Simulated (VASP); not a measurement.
Band structure of CaCd$_{2}$As$_{2}$ (space group P-3m1). Computed with r2SCAN meta-GGA, VASP's PBE PAW potentials (set 64) (plane waves; VASP).

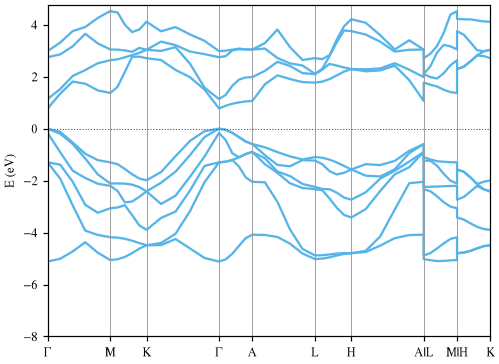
*Bands along high-symmetry lines, zero at the valence-band maximum or, without a gap, the Fermi level*

Task: Read the plot: is there a gap, and where are the band edges?

Result: The gap is direct, 0.78 eV, from the valence maximum at Γ to the conduction minimum at Γ.

The structure comes from a computed database's CaCd2As2 entry (P-3m1); how it stands against other phases isn't given here. It was relaxed first.
